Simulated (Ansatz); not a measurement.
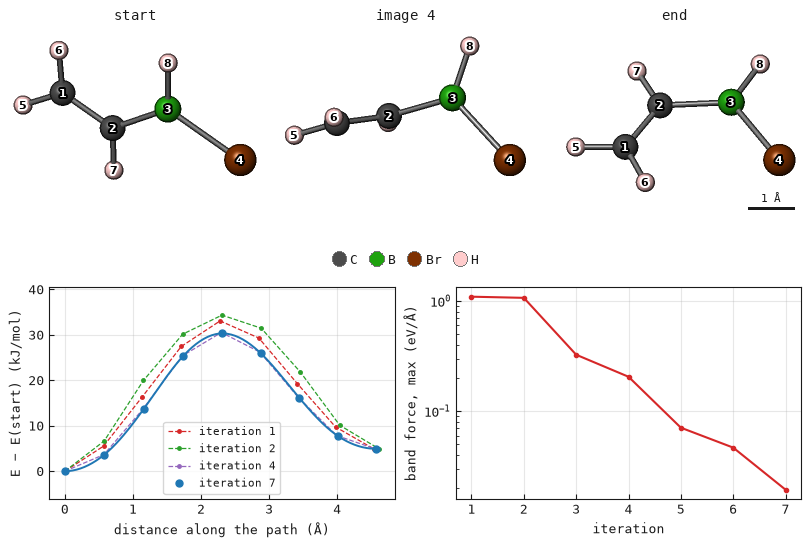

A search for the minimum-energy path of C₂H₄BBr by the nudged elastic band. Images are numbered from 0 (start) to 8 (end). The plot follows the band through its iterations. A ball-and-stick model, seen at a tilt.

Theory: RHF/def2-SVP (Ansatz 0.2.0). Settings: 7 movable images; climbing image; force threshold 0.03 eV/Å; iteration limit 60; starting path by image-dependent pair potential.

Question: How did the profile develop, and is the result final?

Answer: The result is final at these settings. The band converged in 7 iterations. The largest component of the band force went from 1.1 to 0.019 eV/Å. The climbing image converged on the top of the path. Its vibrational analysis gives one imaginary mode (176i cm⁻¹), as a transition state must have. The first iteration put the highest image at 33.1 kJ/mol. Forward barrier 30.3 kJ/mol, backward barrier 25.4 kJ/mol, with image 4 at the top; the reaction energy is +4.9 kJ/mol.

Cost: 100 s on 1 thread of Arm Neoverse V1 (shared host), peak memory 0.28 GiB.
